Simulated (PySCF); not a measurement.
H₇BrOSi₃, SMILES [SiH3]O[SiH2][SiH2]Br at its GFN2-xTB optimised geometry (Å):

```
12

Si     3.0559     0.2256     0.0000
O      1.4323     0.2256     0.0000
Si    -0.0263     0.9332     0.0000
Si    -1.3994    -0.8848     0.2691
Br    -3.5167    -0.1725     0.2382
H      3.5167     1.4584    -0.6303
H      3.4489     0.1456     1.4032
H      3.3923    -0.9681    -0.7676
H     -0.1823     1.6468    -1.2710
H     -0.0737     1.9087     1.0938
H     -1.4174    -1.9087    -0.7792
H     -1.3507    -1.6091     1.5424
```

Method: CAM-B3LYP/def2-TZVP in PySCF 2.14.0. Cells within 0.4 Å of a nucleus heavier than hydrogen are left out (blank, or x).

Map of the deformation density (molecule minus spherical neutral atoms) (e/bohr³) on the plane z = 0.0 Å:

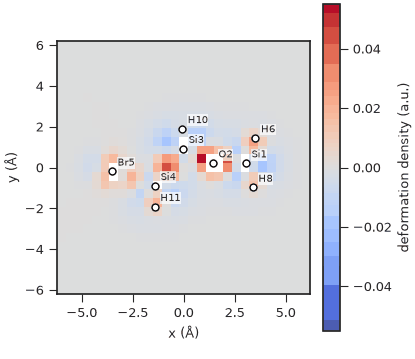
*Deformation density (molecule minus spherical neutral atoms) (e/bohr³) on the plane z = 0.0 Å.*
